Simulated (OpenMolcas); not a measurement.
# CH8Si2 (SMILES [SiH3]C[SiH3]): UHF/ANO-RCC-VDZP (DKH2, RICD fitting, scramble 0.25)

Aim: the energy along one coordinate of CH8Si2. 

The results are computed with OpenMolcas 26.06.

4 further runs of the same task are left out: 4 set aside as unsound or not needed.

### Step 1. Starting point

CH8Si2 has 11 atoms, charge 0, and is taken as a singlet. As SMILES, `[SiH3]C[SiH3]`. Geometry: relaxed at PBE0-D4/def2-TZVP.

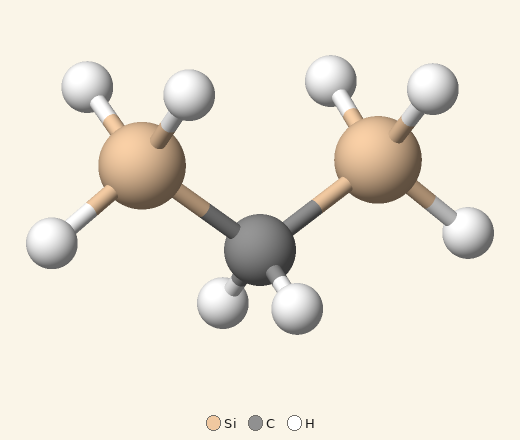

Viewed from a chosen angle; silicon light orange, carbon grey, hydrogen white.

### Step 2. An energy scan at UHF/ANO-RCC-VDZP (DKH2, RICD fitting, scramble 0.25)

Input file point1.xyz:

```xyz
11
R = 3.286
Si     0.176786     2.547359    -1.197457
C      1.049426     0.891199    -1.218387
Si     2.670946     0.860299    -0.283207
H     -1.100034     2.489439    -1.959287
H      1.042256     3.591559    -1.808357
H     -0.128024     2.949449     0.201823
H     -0.954100    -1.377620     0.060730
H      1.236326     0.603809    -2.258567
H      2.446416     1.208269     1.145463
H      3.617826     1.849359    -0.864397
H      3.299826    -0.486741    -0.346337
```

Input file run.input:

```
&GATEWAY
 Coord = point1.xyz
 Basis = ANO-RCC-VDZP
 Group = NoSym
 RICD

&SEWARD

&SCF
 UHF
 Scramble = 0.25
 PrOrbitals = 0
>>> ForEach K in (1, 2, 3, 4, 5, 6, 7, 8, 9)

&GATEWAY
 Coord = $CurrDir/point$K.xyz
 Basis = ANO-RCC-VDZP
 Group = NoSym
 RICD

&SEWARD

&SCF
 UHF
 PrOrbitals = 0
 FileOrb = $Project.UhfOrb
>>> EndDo
```

Launch:

```
$ export MOLCAS_MEM=1860
$ pymolcas run.input > run.log
```

Output:

```text
--- Start Module: gateway ---
[...]
--- Stop Module: gateway /rc=_RC_ALL_IS_WELL_ ---
[...]
      Basis functions           90
[...]
       Convergence after  30 Iterations
[...]
::    Total SCF energy                               -621.5082571829
[...]
--- Start Module: seward ---
[...]
--- Stop Module: seward /rc=_RC_ALL_IS_WELL_ ---
[...]
--- Start Module: scf ---
[...]
       Convergence after   8 Iterations
[...]
::    Total SCF energy                               -621.6394438858
[...]
      Total spin, S                                    -0.0000000000
[...]
      Total electronic charge=   42.000000
      Total            charge=   -0.000000
[...]
      Dipole Moment (debye):
      Origin of the operator (angstrom)=   -0.0446   -0.0286    0.0689
                   X= -3.3535E-01               Y= -7.0796E-01               Z= -3.9136E-01           Total=  8.7569E-01
      Quadrupole Moment (debye*angstrom):
[...]
--- Stop Module: scf /rc=_RC_ALL_IS_WELL_ ---
[...]
```

It took 55 s on 1 thread of Arm Neoverse V2, shared host; peak memory 0.085 GiB.

The scan, from its lowest point:

| H7–C2 (Å) | energy (kJ/mol) |
| --- | --- |
| 3.286 | 366.6 |
| 2.628 | 361.4 |
| 2.190 | 343.2 |
| 1.862 | 295.4 |
| 1.588 | 188.1 |
| 1.369 | 81.4 |
| 1.205 | 18.1 |
| 1.095 | 0.0 |
| 0.986 | 22.2 |

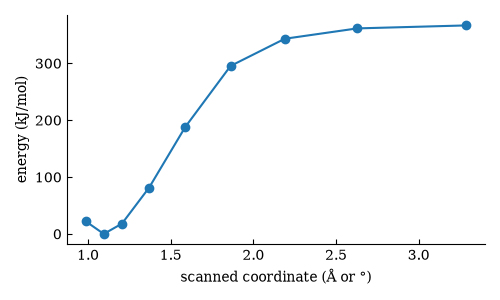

Energy along the scan.

### Step 3. Results

At UHF/ANO-RCC-VDZP (DKH2, RICD fitting, scramble 0.25):

| quantity | value |
| --- | --- |
| lowest energy of the scan | -621.64789 Eh |
